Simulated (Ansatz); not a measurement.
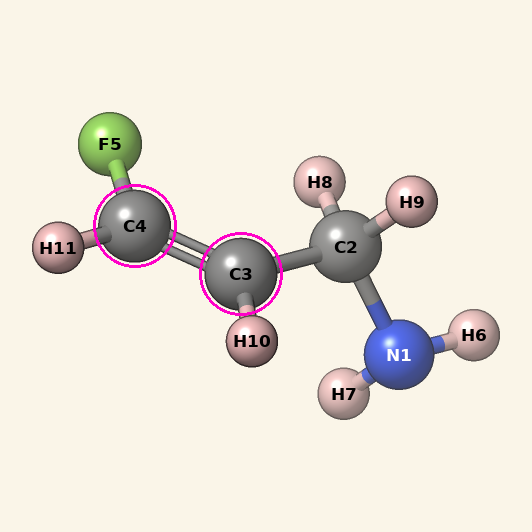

Atoms fade into the background with distance from the viewer. Circles mark the stereogenic atoms. The computed structure is the end point of a PBE-D4/def2-SVP optimisation. No frequency run is at hand to confirm it as a minimum.

What are the Cahn–Ingold–Prelog descriptors?

Answer. C3=C4: Z.

Write the isomeric SMILES.

Answer. NC/C=C\F
